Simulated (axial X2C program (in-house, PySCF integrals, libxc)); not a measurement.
# TiCO: bond lengths and stretches, held linear

How do method and spin–orbit coupling move the bonds and stretches of TiCO, held linear?

Method: all-electron X2C, two-component (2c) or spin-free, Ti dyall-v3z, C dyall-v3z, O dyall-av3z; program: an in-house X2C program for linear molecules on PySCF integrals.

All values are calculated.

2 further runs of the same task are left out: 2 set aside as unsound or not needed.

## (1) Set-up

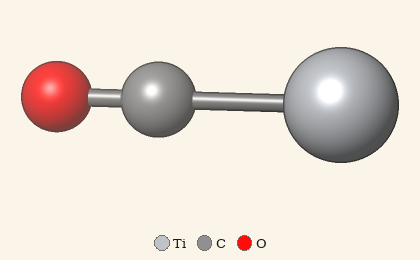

The atoms on one line, bonds 2.060 and 1.150 Å (titanium light grey, carbon grey, oxygen red).

The input, task.json:

```json
{"zs": [22, 6, 8], "q": 0, "bas": ["dyall-v3z", "dyall-v3z", "dyall-av3z"], "r0": [2.06, 1.15], "symm": 0, "scan": ["PBE0", "HF", "LDA"], "levels": ["PBE0", "HF", "LDA"], "nst": 2}
```

Keys: zs atomic numbers; q charge; bas basis sets; r0 starting distance in Å; symm equal bonds; scan levels of the two-bond scan; levels methods; nst determinants followed.

Command:

```sh
> python solin.py task.json out
```

Masses Ti 47.948, C 12.000, O 15.995 u.

## (2) Scan at PBE0, 2c

State: Ω = 4 (beyond evenly filled blocks: ω = 3/2, ω = 5/2). Energies above the lowest point, from the job's result record:

```csv
r(Ti–C) (Å),r(C–O) (Å),E (meV)
1.9656,1.1242,64.80
1.9656,1.1530,16.49
1.9656,1.1818,53.48
2.0160,1.1242,40.57
2.0160,1.1530,0.00
2.0160,1.1818,44.48
2.0160,1.2107,158.72
2.0664,1.1242,46.58
2.0664,1.1530,13.19
2.0664,1.1818,64.61
2.1168,1.1530,49.07
2.1168,1.2107,234.11
```

A quadratic surface with cubic terms in each bond gives the minimum at 2.018 and 1.151 Å, force constants 1.84, 16.5 and coupling 0.77 mdyn/Å.

## (3) Scan at LDA, 2c

State: Ω = 4 (beyond evenly filled blocks: ω = 3/2, ω = 5/2). Energies above the lowest point, from the job's result record:

| r(Ti–C) (Å) | r(C–O) (Å) | E (meV) |
| --- | --- | --- |
| 1.9656 | 1.1242 | 73.78 |
| 1.9656 | 1.1530 | 0.00 |
| 1.9656 | 1.1818 | 11.17 |
| 2.0160 | 1.1242 | 82.09 |
| 2.0160 | 1.1530 | 14.42 |
| 2.0160 | 1.1818 | 31.42 |
| 2.0160 | 1.2107 | 117.89 |
| 2.0664 | 1.1242 | 120.21 |
| 2.0664 | 1.1530 | 58.22 |
| 2.0664 | 1.1818 | 80.62 |
| 2.1168 | 1.1530 | 124.55 |
| 2.1168 | 1.2107 | 248.37 |

A quadratic surface with cubic terms in each bond gives the minimum at 1.966 and 1.163 Å, force constants 2.26, 15.3 and coupling 0.60 mdyn/Å.

## (4) Scan at PBE0, spin-free

State: M_S = 2, Λ = 2 (beyond evenly filled blocks: σα, π+α, π-α, δ+α). Energies above the lowest point, from the job's result record:

```
r(Ti–C) (Å)  r(C–O) (Å)  E (meV)
     1.9656      1.1242    64.90
     1.9656      1.1530    16.46
     1.9656      1.1818    53.32
     2.0160      1.1242    40.70
     2.0160      1.1530     0.00
     2.0160      1.1818    44.36
     2.0160      1.2107   158.47
     2.0664      1.1242    46.77
     2.0664      1.1530    13.26
     2.0664      1.1818    64.56
     2.1168      1.1530    49.25
     2.1168      1.2107   234.05
```

A quadratic surface with cubic terms in each bond gives the minimum at 2.018 and 1.151 Å, force constants 1.84, 16.5 and coupling 0.77 mdyn/Å.

## (5) Comparison

| level | r(Ti–C) (Å) | r(C–O) (Å) | lower stretch (cm⁻¹) | upper stretch (cm⁻¹) |
| --- | --- | --- | --- | --- |
| PBE0, 2c | 2.018 | 1.151 | 419.8 | 2006.7 |
| LDA, 2c | 1.966 | 1.163 | 462.1 | 1949.4 |
| PBE0, spin-free | 2.018 | 1.151 | 420.2 | 2006.5 |
| LDA, spin-free | 1.966 | 1.163 | 462.3 | 1949.3 |

Scans not shown above were run alike.

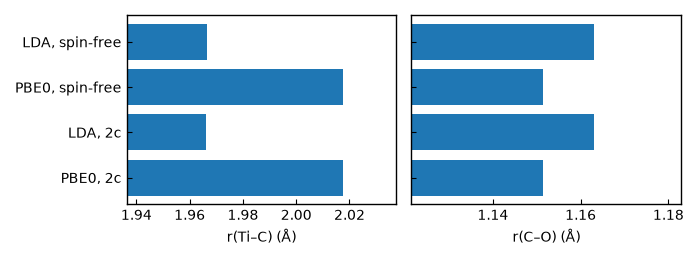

The two bond lengths by level.

In words: Over the levels the Ti–C bond spans 1.966 to 2.018 Å and the C–O bond 1.151 to 1.163 Å. At PBE0 spin–orbit coupling leaves both bonds unchanged to 0.001 Å. Each state is one determinant, the lowest of a limited PBE0 search; the stretches come from a fit to few points and are good to some per cent at best. The molecule was held linear; bending was not examined, so a bent shape may lie lower. Open-shell Ω = 0 determinants with evenly filled partner blocks cannot be reached by this program, so the Ω shown need not be the lowest component. Note: functional without a current term on a determinant with orbital currents, of the molecule or an atom. Note: several unpaired electrons, one determinant need not be a pure state.
